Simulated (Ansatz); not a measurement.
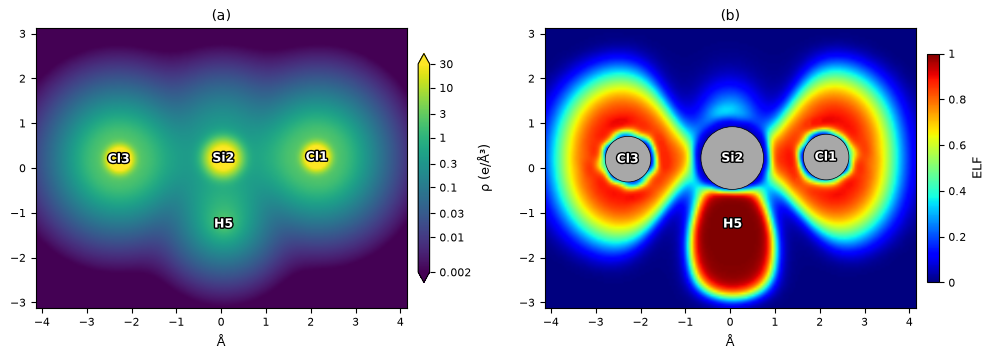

Figure. Cl$_{2}$H$_{3}$Si (charge −1). (a) electron density; (b) ELF on the plane of atoms Cl3, Si2 and H5. Grey discs cover the atomic cores in the ELF map.

Geometry: rigid move from PBE0-D4/def2-TZVP.

Method: RKS PBE0-D4/def2-TZVPPD (Ansatz).

Input file:

```
crystal:
  periodic: [false, false, false]
  atoms:
    - {symbol: Cl, position_ang: [-0.488723, 0.069696, -2.273457]}
    - {symbol: Si, position_ang: [-0.048868, 0.006984, -0.227344]}
    - {symbol: Cl, position_ang: [0.439872, -0.062705, 2.046205]}
    - {symbol: H, position_ang: [0.916647, 1.112519, -0.401154]}
    - {symbol: H, position_ang: [-1.462751, 0.302964, 0.085662]}
    - {symbol: H, position_ang: [0.399460, -1.394519, -0.366741]}
basis:
  gaussian: {orbitals: "def2-TZVPPD.json"}
total_charge: -1
hamiltonian: {xc: pbe0, dispersion: d4}
output: {orbitals: {seedname: orbitals}}
```

Launched as:

```sh
ansatz run in.yaml --threads 2 --pin off --events-out ev --progress --plain --max-ram 5222MiB
```

What does the map show?

- Atoms in the plane: Cl, Si and H.
- Si–Cl (2.09 Å): ρ is about 0.82 e/Å³ halfway; the ELF peaks at about 0.90 between the atoms (a polar covalent bond).
- Si–H (1.48 Å): ρ is about 0.82 e/Å³ halfway; the ELF climbs to about 1 towards the hydrogen, as it does in any bond to H.
- Si–Cl (2.33 Å): ρ is about 0.53 e/Å³ halfway, with its minimum of 0.39 e/Å³ about 0.8 Å from Si; the ELF peaks at about 0.85 between the atoms; a shared but strongly polarised pair.
- The ELF also peaks beside Cl3 and Cl1, away from the bonds: lone-pair regions.
